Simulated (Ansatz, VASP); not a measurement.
**Rh (free-standing square Rh monolayer, spacing 2.904 A) in two plane-wave programs**

Wanted: the spread between two codes on one cell, functional and k mesh.

Program: Ansatz 0.2.0. Level of theory: plane waves, with VASP 6.6.1 beside it; single point at PBE and single point at PBE, spin-orbit coupling. Results are calculated unless marked as measured.

**1. The starting structure**

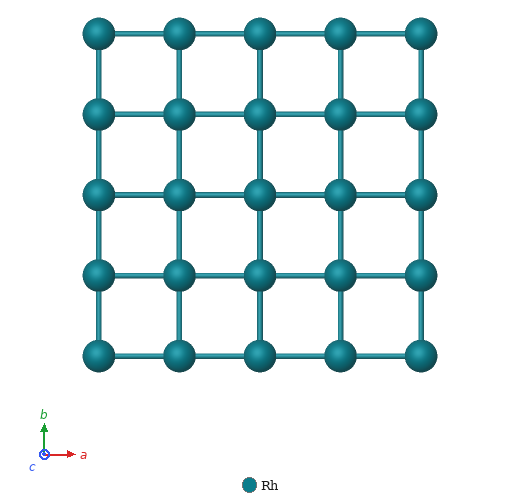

Start, viewed from above; rhodium blue. 4×4×1 cells are drawn. Some periodic images of atoms are drawn too.

The cell holds 1 atom: 1 Rh. Cell: a = 2.904 Å, b = 2.904 Å, c = 14.000 Å, α = 90.0°, β = 90.0°, γ = 90.0°. Model lattice. Vacuum lies along c.

**2. Ansatz: single point, PBE**

Ansatz runs on its default PAW (the set named soft_2) files.

With cell and atoms fixed, the geometry can't cause a difference; cores, projectors, grids and the points listed under the comparison can.

Input file input.yaml:

```yaml
crystal:
  lattice:
    - [2.904, 0.0, 0.0]
    - [0.0, 2.904, 0.0]
    - [0.0, 0.0, 14.0]
  atoms:
    - { symbol: Rh, position: [0.0, 0.0, 0.5], spin: 0.6 }
hamiltonian:
  xc: pbe
  pseudopotentials: { kind: paw }
magnetization:
  spin_polarized: true
kpoints:
  mp_grid: { grid: [9, 9, 1] }
scf:
  occupations: { method: methfessel_paxton, width: 0.05 }
  n_extra_bands: 4
output:
  forces: true
  eigenvalues: true
```

Command:

```sh
ansatz run input.yaml --threads 2 --pin off --max-ram 4608MiB --backend cpu --events-out ev --progress --plain --runs-dir out
```

Numbers of over 12 decimals in the logs are rounded to 6 here.

The log of the run:

```text
scf.n_extra_bands = 4 over 9 filled bands (N_el = 17.0): the run solves 13 bands
Engine: ansatz 0.2.0, aarch64-unknown-linux-gnu
Pseudopotentials: kind: paw
Pseudopotential: Rh, paw, valence charge 17, recommended cutoff 420 eV (normal), Rh.paw.azcp
Functional definition: PBE
  parameter kappa = 0.804
  parameter beta = 0.066725
  exchange = pbe_x(kappa = kappa, mu = beta*pi^2/3)
  correlation = pbe_c(beta = beta)
Crystal: 1 atoms, lattice volume = 118.065 Å³
Basis set: ecut = 420 eV, 2291 PW (Γ), exchange–correlation on 40×40×192 points (8 copies of the dense FFT grid, shifted against one another)
Bands: 13, of which v1, the nominal top of the filled ones, is band 9 counted from 1 (8 counted from 0)
Symmetry: 16 space group operations
Space group: P4/mmm (ITA 123), of the structure as read, at distance tolerance 4.9e-5 Å
Magnetic group: BNS 123.339 (UNI 999), of the structure as read, at distance tolerance 4.9e-5 Å
k-points: 15 of 81
Non-local potential: Rh, projectors of the file, l = 0: 3, l = 1: 2, l = 2: 2, l = 3: 1
PAW form: soft (Blöchl's): semilocal exchange-correlation on the pseudo side does not see the compensation charge
PAW one-centre angular grid: Rh, 590 points (default); XC on 64 Gauss nodes
Initial density: superposition of atomic densities (neutral atoms: chi_scale 0, normalization atom)
Starting moments: Σ|m| = 0.6 μB on 1 of 1 site
Initial wavefunctions: pseudopotential atomic-orbital guess
Functional: x = pbe(κ = 0.804, μ = 0.219515), c = pbe(β = 0.066725)
iter 1 solved again at ethr=1.57e-3 eV; its pass at ethr=3.10e-3 eV (dr2=2.67e-1 eV) is discarded
SCF iter   1: F=—  HF=-6400.174179 eV  |F-HF|=—  |Δ(HF+E_count)|=         —  Δρ=2.82e-2 (↑1.81e-2 ↓2.82e-2)  dr2=2.71e-1  dr2_m=5.47e-1  M=1.617 μB ∫|m|=1.621 μB  β_m=0.30  ethr=1.57e-3  ⟨swp⟩=1.0  Hψ=2715  notcnv=0
Mixer restart at iter 1: flushing history
preconditioner: auto → LDOS  [metal: Δε(μ)=0.045 eV  Ē_g=6.247 eV  σ=0.050 eV  W_gap=0.47  n_scr=8 (ndim 8)  ℏωp=10.3 eV  f_vac=0.690  D(μ)=2.02/eV (n_scr^D=6)]
spin=Collinear: LDOS preconditioning applied to the charge; magnetization (m = ρ↑ − ρ↓) channel mixes plain (no charge-response kernel on spin).
SCF iter   2: F=—  HF=-6400.066070 eV  |F-HF|=—  |Δ(HF+E_count)|=   1.08e-1  Δρ=1.88e-2 (↑1.41e-2 ↓1.88e-2)  dr2=8.19e-2  dr2_m=2.81e-1  M=1.617 μB ∫|m|=1.622 μB  β_m=0.62  ethr=1.57e-3  ⟨swp⟩=2.4  Hψ=595  notcnv=0
preconditioner: auto → none  [insulator: Δε(μ)=0.070 eV  Ē_g=6.270 eV  σ=0.050 eV  W_gap=0.66  n_scr=8 (ndim 8)  ℏωp=10.3 eV  f_vac=0.695  D(μ)=1.78/eV (n_scr^D=6)  ε∞_Penn≈3.7]
SCF iter   3: F=—  HF=-6400.029501 eV  |F-HF|=—  |Δ(HF+E_count)|=   3.66e-2  Δρ=4.74e-3 (↑2.21e-3 ↓4.74e-3)  dr2=6.53e-2  dr2_m=2.71e-3  M=1.617 μB ∫|m|=1.636 μB  β_m=0.51  ethr=4.82e-4  ⟨swp⟩=2.6  Hψ=702  notcnv=0
SCF iter   4: F=—  HF=-6400.018064 eV  |F-HF|=—  |Δ(HF+E_count)|=   1.14e-2  Δρ=7.94e-4 (↑7.17e-4 ↓7.94e-4)  dr2=7.87e-4  dr2_m=1.73e-4  M=1.617 μB ∫|m|=1.636 μB  β_m=0.64  ethr=3.84e-4  ⟨swp⟩=2.2  Hψ=735  notcnv=0  defer=1
SCF iter   5: F=—  HF=-6400.020188 eV  |F-HF|=—  |Δ(HF+E_count)|=   2.12e-3  Δρ=4.35e-4 (↑1.95e-4 ↓4.35e-4)  dr2=1.77e-4  dr2_m=6.14e-5  M=1.617 μB ∫|m|=1.639 μB  β_m=0.77  ethr=4.63e-6  ⟨swp⟩=2.7  Hψ=782  notcnv=0  defer=4
SCF iter   6: F=—  HF=-6400.019554 eV  |F-HF|=—  |Δ(HF+E_count)|=         —  Δρ=1.41e-4 (↑3.10e-5 ↓1.41e-4)  dr2=8.87e-6  dr2_m=5.64e-6  M=1.617 μB ∫|m|=1.640 μB  β_m=0.77  ethr=1.04e-6  ⟨swp⟩=2.4  Hψ=697  notcnv=0  defer=4
Mixer restart at iter 6: flushing history
iteration 6: the input's own smearing fills from here on; a Gaussian of 0.05 eV has filled iterations ahead of it
SCF iter   7: F=—  HF=-6400.019537 eV  |F-HF|=—  |Δ(HF+E_count)|=   1.68e-5  S|Δr|=    0.00e0  Δρ=6.23e-5 (↑6.23e-5 ↓4.81e-5)  dr2=1.29e-5  dr2_m=6.98e-7  M=1.617 μB ∫|m|=1.641 μB  β_m=0.66  ethr=5.22e-8  ⟨swp⟩=2.3  Hψ=650  notcnv=0  defer=4
SCF iter   8: F=—  HF=-6400.019536 eV  |F-HF|=—  |Δ(HF+E_count)|=   1.84e-6  S|Δr|=    0.00e0  Δρ=4.37e-5 (↑1.93e-5 ↓4.37e-5)  dr2=3.73e-6  dr2_m=4.51e-7  M=1.617 μB ∫|m|=1.641 μB  β_m=0.58  ethr=5.22e-8  ⟨swp⟩=2.2  Hψ=607  notcnv=0  defer=4
SCF iter   9: F=—  HF=-6400.019535 eV  |F-HF|=—  |Δ(HF+E_count)|=   3.44e-7  S|Δr|=    0.00e0  Δρ=1.96e-5 (↑5.62e-6 ↓1.96e-5)  dr2=3.83e-7  dr2_m=1.34e-7  M=1.617 μB ∫|m|=1.641 μB  β_m=0.70  ethr=2.19e-8  ⟨swp⟩=2.1  Hψ=481  notcnv=0  defer=4
SCF iter  10: F=—  HF=-6400.019535 eV  |F-HF|=—  |Δ(HF+E_count)|=   5.61e-8  S|Δr|=    0.00e0  Δρ=4.81e-6 (↑1.34e-6 ↓4.81e-6)  dr2=2.03e-8  dr2_m=8.25e-9  M=1.617 μB ∫|m|=1.641 μB  β_m=0.77  ethr=5.88e-10  ⟨swp⟩=6.5  Hψ=1622  notcnv=0
SCF iter  11: F=-6400.019535 eV  HF=-6400.019535 eV  |F-HF|=1.66e-10  |Δ(HF+E_count)|=   5.97e-9  S|Δr|=    0.00e0  Δρ=7.81e-7 (↑2.17e-7 ↓7.81e-7)  dr2=4.42e-10  dr2_m=2.19e-10  M=1.617 μB ∫|m|=1.641 μB  ethr=1.20e-10  ⟨swp⟩=5.5  Hψ=1488  notcnv=0
SCF 1 converged in 11 iterations: F = -6400.019535 eV  dr2 = 4.42e-10
  greatest PAW one-centre occupation: 1.000 electrons in one spin orbital (limit 2), on the Rh atom at site 0 (counted from 0), in its partial waves of l = 0
this state was not tested for a lower state beside it, because cold or Methfessel-Paxton smearing, or corrected tetrahedra, fill the levels in a way that the test cannot read (fill_not_monotonic; see scf.lower_state_search)
SCF converged after 11 iterations
Magnetization: 1.6173 μB (9.3086 up, 7.6914 down)
Absolute magnetization: 1.6408 μB (∫|ρ↑−ρ↓|, with the PAW one-centre terms)
Spin contamination: 0.0132 ħ² per cell (⟨S²⟩ above its minimum at these occupations)
Per-site moments (μB) at R_I (Å): [(1.527209, 1.1979)]
Free energy (F): -6400.019535 eV
Harris-Foulkes:  -6400.019535 eV  (|F-HF|=1.66e-10)
Internal energy: -6400.020427 eV  (E = F + TS)
E sigma→0 (E₀):  -6400.019758 eV
Entropy (-TS):   0.000892 eV (0.892 meV/atom)
Fermi energy:    -1.983351 eV
Step filling:    the computed levels leave a gap of 0.0741 eV = 1.5 smearing widths at the electron count; against every level under it full and every level over it empty, smearing changes F+E_penalty+E_count by +0.448 meV and its σ→0 estimate by +0.225 meV
--- Per-component energies (eV) ---
  E_band       = -474.187404
  E_kinetic    = 567.849936
  E_local      = -7833.773077  (includes V_loc(G=0)·N_el)
  E_nonlocal   = 360.642995
  E_hartree    = 3488.601353
  E_xc         = -216.698698
  E_vxc        = -271.278552  (∫ρ·V_xc dr)
  E_paw        = -3589.347894  (= ΣΔE_a)
  E_vpaw       = -274.833753  (= ΣTr[D̂ρ^β])
  E_aug_tail   = 0.000880  (compensation charges beyond the density's cutoff)
  E_ewald      = 822.704078
  E_smearing   = 0.000892  (= −TS)
  E_closure    = -0.000000  (closes the sum)
  Σ components = -6400.019535   (vs F -6400.019535, Δ=0.00e0)
--- Forces (eV/Å), atoms counted from 1 ---
  atom   1  Rh     0.00000000     0.00000000     0.00000000
  max |Σ_I F_I| component: 5.16e-28 eV/Å
--- Band table (eV; the first three rows and the last of 30) ---
  k-point 0 ↑: bands = [... 5 lower, -5.0867, -3.5881, -2.7470, -2.7470, -2.2828, -0.0096, 2.8887, 4.0117]
  k-point 1 ↑: bands = [... 5 lower, -4.9074, -3.5062, -3.0217, -2.7308, -2.4078, 0.3674, 3.1010, 4.2535]
  k-point 2 ↑: bands = [... 5 lower, -4.1170, -3.5614, -3.2220, -2.7088, -2.6897, 1.2687, 3.7388, 4.9571]
  k-point 14 ↓: bands = [... 5 lower, -2.9138, -2.8822, -1.6657, -0.6359, 3.5609, 4.8111, 7.9692, 8.3615]
```

Run time: 1.9 s. Hardware: 2 threads of Arm Neoverse V2, shared host; peak memory 0.33 GiB; 3.4 s of CPU time.

The column dr2 measures how far the density is from self-consistency, as an energy; F and HF (Harris–Foulkes) agree once it is small.

**3. VASP: single point, PBE**

The same cell, functional, mesh and smearing now go to VASP, with its own data sets and cutoff.

Lines of VASP's logs that name or quote its potential files are left out, and so is its time.

Input file INCAR:

```
SYSTEM = Rh
PREC = Normal
ENCUT = 350
EDIFF = 1E-07
NELM = 150
ISMEAR = 1
SIGMA = 0.05
LREAL = .FALSE.
ALGO = Normal
GGA = PE
NBANDS = 14
ISPIN = 2
MAGMOM = 0.6
LMAXMIX = 4
LORBIT = 11
LWAVE = .FALSE.
LCHARG = .TRUE.
KPAR = 4
AMIX = 0.2
BMIX = 1E-04
AMIX_MAG = 0.8
BMIX_MAG = 1E-04
LASPH = .TRUE.
```

Input file POSCAR:

```
Rh
1.0
    2.9040000000      0.0000000000      0.0000000000
    0.0000000000      2.9040000000      0.0000000000
    0.0000000000      0.0000000000     14.0000000000
Rh
1
Direct
    0.0000000000      0.0000000000      0.5000000000
```

Input file KPOINTS:

```
Automatic mesh
0
Gamma
9 9 1
0 0 0
```

Potentials, in the order of the species: Rh_pv (PBE family, release 64).

Command:

```sh
mpirun -np 4 vasp_std
```

The log of the run:

```text
[banner, memory and clock lines left out]
running    4 mpi-ranks, on    1 nodes
 distrk:  each k-point on    1 cores,    4 groups
 distr:  one band on    1 cores,    1 groups

 POSCAR found type information on POSCAR Rh
 POSCAR found :  1 types and       1 ions
 LDA part: xc-table for (Slater+PW92), standard interpolation
 POSCAR, INCAR and KPOINTS ok, starting setup
 FFT: planning ... GRIDC
 FFT: planning ... GRID_SOFT
 FFT: planning ... GRID
 WAVECAR not read
 entering main loop
       N       E                     dE             d eps       ncg     rms          rms(c)
DAV:   1     0.479489528182E+02    0.47949E+02   -0.73037E+03  1104   0.589E+02
DAV:   2    -0.296205665773E+01   -0.50911E+02   -0.45943E+02   984   0.168E+02
DAV:   3    -0.431646749406E+01   -0.13544E+01   -0.13296E+01   960   0.262E+01
DAV:   4    -0.432835093196E+01   -0.11883E-01   -0.11872E-01  1084   0.273E+00
DAV:   5    -0.432852965784E+01   -0.17873E-03   -0.17872E-03  1046   0.288E-01    0.289E+00
DAV:   6    -0.432212741160E+01    0.64022E-02   -0.10308E-01   978   0.293E+00    0.227E+00
DAV:   7    -0.436695347345E+01   -0.44826E-01   -0.34764E-02   918   0.997E-01    0.222E+00
DAV:   8    -0.438754204634E+01   -0.20589E-01   -0.42159E-03   966   0.478E-01    0.167E+00
DAV:   9    -0.439590286979E+01   -0.83608E-02   -0.24074E-02   894   0.117E+00    0.733E-01
DAV:  10    -0.439805272366E+01   -0.21499E-02   -0.11680E-03   918   0.280E-01    0.542E-01
DAV:  11    -0.439546679706E+01    0.25859E-02   -0.31349E-03   894   0.409E-01    0.545E-01
DAV:  12    -0.439930386208E+01   -0.38371E-02   -0.15760E-03   870   0.289E-01    0.953E-02
DAV:  13    -0.439929889418E+01    0.49679E-05   -0.15058E-04   918   0.108E-01    0.662E-02
DAV:  14    -0.439925421705E+01    0.44677E-04   -0.87137E-05   912   0.710E-02    0.315E-02
DAV:  15    -0.439929415290E+01   -0.39936E-04   -0.21935E-05   914   0.350E-02    0.180E-02
DAV:  16    -0.439929510905E+01   -0.95615E-06   -0.63769E-07   858   0.635E-03    0.156E-02
DAV:  17    -0.439929720327E+01   -0.20942E-05   -0.64484E-07   900   0.699E-03    0.536E-03
DAV:  18    -0.439929739242E+01   -0.18915E-06   -0.26794E-07   888   0.402E-03    0.992E-04
DAV:  19    -0.439929742326E+01   -0.30841E-07   -0.16555E-08   660   0.115E-03
   1 F= -.43992974E+01 E0= -.43995965E+01  d E =0.897206E-03  mag=     1.6174
```

From OUTCAR (step 3):

```text
ion  position               nearest neighbor table
   1  0.000  0.000  0.500-

  LATTYP: Found a simple tetragonal cell.
 ALAT       =     2.9040000000
 C/A-ratio  =     4.8209366391

 Subroutine GETGRP returns: Found 16 space group operations
 (whereof 16 operations were pure point group operations)

The static configuration has the point symmetry D_4h.

 Found     15 irreducible k-points:

   k-points           NKPTS =     15   k-points in BZ     NKDIM =     15   number of bands    NBANDS=     14

   dimension x,y,z NGX =    14 NGY =   14 NGZ =   64
   dimension x,y,z NGXF=    28 NGYF=   28 NGZF=  128

   ENCUT  =  350.0 eV  25.72 Ry    5.07 a.u.   4.43  4.43 21.36*2*pi/ulx,y,z

   NELECT =      15.0000    total number of electrons

 k-points in reciprocal lattice and weights: Automatic mesh
   0.00000000  0.00000000  0.00000000       0.012
   0.11111111  0.00000000  0.00000000       0.049
   0.22222222  0.00000000  0.00000000       0.049
   0.33333333  0.00000000  0.00000000       0.049
   0.44444444  0.00000000  0.00000000       0.049
   0.11111111  0.11111111  0.00000000       0.049
   0.22222222  0.11111111  0.00000000       0.099
   0.33333333  0.11111111  0.00000000       0.099
   0.44444444  0.11111111  0.00000000       0.099
[...]
0.44444444  0.33333333  0.00000000       0.099
   0.44444444  0.44444444  0.00000000       0.049

 average (electrostatic) potential at core
       1 -84.7144

 E-fermi :  -3.2073

 spin component 1
 k-point     1 :       0.0000    0.0000    0.0000
  band No.  band energies     occupation
    ...
      5      -6.3144      1.00000
      6      -4.8128      1.00000
      7      -3.9702      1.00000
      8      -3.9702      1.00000
      9      -3.5085      1.00000
     10      -1.2344      0.00000
     11       1.6663      0.00000
     12       2.7936      0.00000
     13       3.3227      0.00000
     14       6.3300      0.00000

 k-point     2 :       0.1111    0.0000    0.0000
  band No.  band energies     occupation
    ...
      5      -6.1355      1.00000
      6      -4.7313      1.00000
      7      -4.2452      1.00000
      8      -3.9542      1.00000
      9      -3.6337      1.00000
     10      -0.8574      0.00000
     11       1.8787      0.00000
     12       3.0355      0.00000
     13       3.5284      0.00000
     14       6.5744      0.00000

 k-point     3 :       0.2222    0.0000    0.0000
  band No.  band energies     occupation
    ...
      5      -5.3438      1.00000
      6      -4.7847      1.00000
      7      -4.4488      1.00000
      8      -3.9348      1.00000
      9      -3.9131      1.00000
     10       0.0440      0.00000
     11       2.5165      0.00000
     12       3.7391      0.00000
     13       4.1463      0.00000
     14       7.0154      0.00000

 k-point     4 :       0.3333    0.0000    0.0000
  band No.  band energies     occupation
    ...
      5      -5.2646      1.00000
      6      -4.5844      1.00000
      7      -4.2533      1.00000
      8      -3.8657      1.00000
      9      -3.4151      1.00000
     10       1.2483      0.00000
     11       3.5632      0.00000
     12       4.0906      0.00000
     13       4.8363      0.00000
     14       5.2021      0.00000

 k-point     5 :       0.4444    0.0000    0.0000
  band No.  band energies     occupation
    ...
      4      -5.9939      1.00000
      5      -5.5343      1.00000
      6      -4.4498      1.00000
      7      -4.3475      1.00000
      8      -3.8344      1.00000
      9      -1.5751      0.00000
     10       1.5085      0.00000
     11       2.5321      0.00000
     12       5.0981      0.00000
     13       5.4585      0.00000
    ...

 k-point     6 :       0.1111    0.1111    0.0000
  band No.  band energies     occupation
    ...
      5      -6.0336      1.00000
      6      -4.6541      1.00000
      7      -4.3082      1.00000
      8      -4.1210      1.00000
      9      -3.7495      1.00000
     10      -0.5066      0.00000
     11       2.0917      0.00000
     12       3.2774      0.00000
     13       3.7352      0.00000
     14       6.8198      0.00000

  Total       -4.4985563     -4.4985563     -0.2009423      0.0000000     -0.0000000      0.0000000
  in kB      -61.0467402    -61.0467402     -2.7268467      0.0000000     -0.0000000      0.0000000
  external PRESSURE =     -41.6067757 kB  Pullay stress =       0.0000000 kB

  energy-cutoff  :      350.00
  volume of cell :      118.07
      direct lattice vectors                 reciprocal lattice vectors
     2.904000000  0.000000000  0.000000000     0.344352617  0.000000000  0.000000000
     0.000000000  2.904000000  0.000000000     0.000000000  0.344352617  0.000000000
     0.000000000  0.000000000 14.000000000     0.000000000  0.000000000  0.071428571

 POSITION                                       TOTAL-FORCE (eV/Angst)
 -----------------------------------------------------------------------------------
      0.00000      0.00000      7.00000         0.000000      0.000000      0.000000
 -----------------------------------------------------------------------------------
    total drift:                               -0.000000      0.000000      0.000000

  FREE ENERGIE OF THE ION-ELECTRON SYSTEM (eV)
  ---------------------------------------------------
  free  energy   TOTEN  =        -4.3992974233 eV

  energy  without entropy=       -4.4001946297  energy(sigma->0) =       -4.39959649

 total charge
# of ion       s       p       d       tot
------------------------------------------
    1        0.282   6.041   7.076  13.399

 magnetization (x)
# of ion       s       p       d       tot
------------------------------------------
    1        0.031   0.003   1.503   1.537

[... 6 further parts left out ...]
```

(Continued in part 2 of 2.)

[Lines on the potential files, build, host, timing and source positions are cut from VASP's logs without a mark.]

[Logs are printed without paths, hosts, clocks, repeated set-up lines and the standing remarks that a program may print on its own settings, such as how far it seeks lower states.]

[Hosts, paths, dates, database ids (printed as entryN), source tags and the programs' standing remarks are cut or masked in the printed files.]
